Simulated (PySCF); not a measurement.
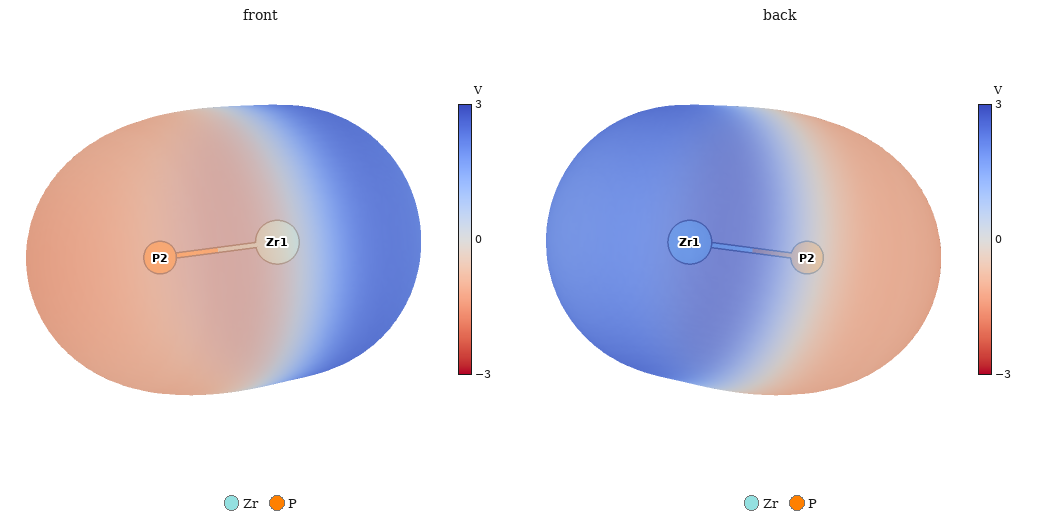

*ZrP (doublet). The electrostatic potential painted on the density surface at 0.002 e/bohr³, seen from the front and from behind; red is negative and blue positive.*

Core potentials replace the inner electrons of Zr.

Method: PySCF, PBE0/def2-TZVPP, non-relativistic Hamiltonian with scalar-relativistic core potentials where named, at a bond length of 2.174 Å.

Where is the surface potential most negative and most positive?

The most negative region (about −1.3 V, or −30 kcal/mol for a unit charge) lies over P2, the most positive (about +2.4 V, or +55 kcal/mol for a unit charge) over Zr1.
